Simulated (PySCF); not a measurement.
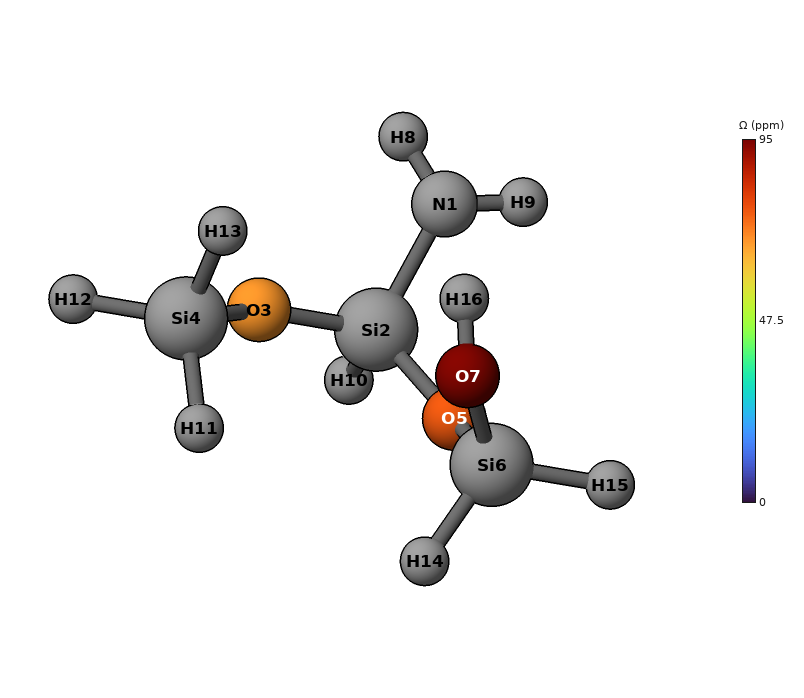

The O atoms are coloured by the span of their shielding tensor. Computed geometry: GFN2-xTB optimisation. No frequency run is at hand to confirm it as a minimum. Method: GIAO PBE0/pcSseg-1 NMR shielding, non-relativistic, gas phase (PySCF 2.14.0). Principal shieldings σ11 ≤ σ22 ≤ σ33, span Ω = σ33 − σ11, skew κ = 3(σiso − σ22)/Ω.

Question: Which O atom has the most anisotropic shielding?

Answer: O7, with a span of 94 ppm.

Give the shielding tensors of the O atoms.

```
atom    σ11    σ22    σ33   σiso     Ω      κ
  O3  253.4  285.5  321.7  286.9  68.3   0.06
  O5  186.0  246.5  262.0  231.5  76.1  −0.59
  O7  236.8  287.3  330.4  284.8  93.6  −0.08
```

Shieldings and span in ppm.

The geometry is semi-empirical. Around Si such bond lengths and angles can be off by a tenth of an ångström or more and by several degrees, and values that hang on the shape move with them.
